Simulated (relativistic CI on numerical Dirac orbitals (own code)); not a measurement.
```
atom W  Z=74  charge=2  electrons=72
nucleus A=184  rms_radius_fm=5.3658
hamiltonian dirac-coulomb  breit=on  qed=on  c_scale=1
orbitals kli  potential=per-configuration
slater_scale 0.85
correlation anchor
mixing on
configurations
  [Xe] 4f14 5d4
  [Xe] 4f14 5d3 6s
  [Xe] 4f14 5d3 6p
  [Xe] 4f14 5d3 6d
  [Xe] 4f14 5d3 7s
  [Xe] 4f14 5d3 5f
  [Xe] 4f14 5d3 6f
  [Xe] 4f14 5d2 6s2
  [Xe] 4f14 5d2 6s 6p
  [Xe] 4f14 5d3 5g
  [Xe] 4f14 5d3 7p
  [Xe] 4f14 5d2 5f2
  [Xe] 4f14 5d2 6s 7s
  [Xe] 4f14 5d2 6p2
  [Xe] 4f14 5d3 7d
  [Xe] 4f14 5d2 5f 6s
  [Xe] 4f14 5d3 7f
  [Xe] 4f14 5d3 6g
  [Xe] 4f14 5d2 5g2
  [Xe] 4f14 5d2 5g 6s
  [Xe] 4f14 5d2 6p 7s
  [Xe] 4f14 5d2 5f 6p
end
```

Launched with (the task file carries these settings):
```bash
python run_levels.py task.json out
```

The calculation used Dirac CI, KLI exchange-only orbitals, Breit term, model QED, valence Slater integrals scaled by 0.85, configurations tied to the tabulated ionisation limit.

Levels without a good LS label are named by their open jj subshells in square brackets.

The plot shows absorption lines from the lowest level (oscillator strengths f):

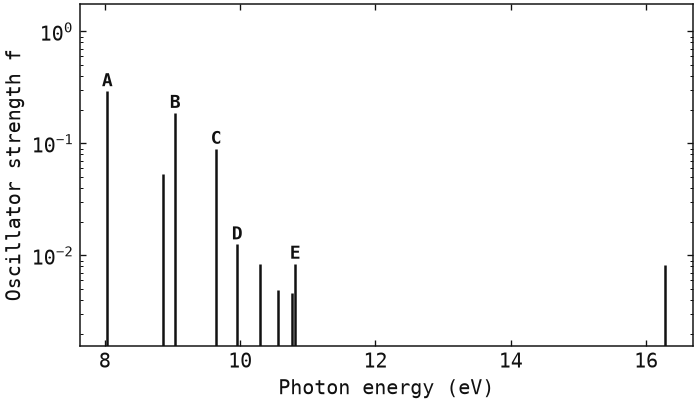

The lettered lines are A: 5d³ 6p J = 1 (odd, mixed, level 76) ← 5d⁴ ⁵D₀, 8.037 eV, f = 0.29; B: 5d³ 6p J = 1 (odd, mixed, level 91) ← 5d⁴ ⁵D₀, 9.041 eV, f = 0.19; C: 5d³ 6p J = 1 (odd, mixed, level 103) ← 5d⁴ ⁵D₀, 9.646 eV, f = 0.089; D: 5d³ 6p [5d₃/₂ (5d₅/₂)² 6p₁/₂] J = 1 ← 5d⁴ ⁵D₀, 9.957 eV, f = 0.013; E: 5d³ 6p J = 1 (odd, mixed, level 134) ← 5d⁴ ⁵D₀, 10.81 eV, f = 0.0084. The strongest, A, lies in the vacuum ultraviolet region.

Limits of the model: configurations built on the next ion are tied to the tabulated ionisation energy, low ones can still be off by several thousand cm⁻¹ and the others by 10000 or more; rates and lifetimes follow the computed energies and can be off by orders of magnitude; one shift a configuration: terms inside it, and wavelengths, can be off by thousands of cm⁻¹; only a limited list of configurations is included, so lower levels can be missing; only lines among the lowest 300 of 3976 levels are drawn, so those from 5d³ 6d and 5d³ 7s are incomplete.
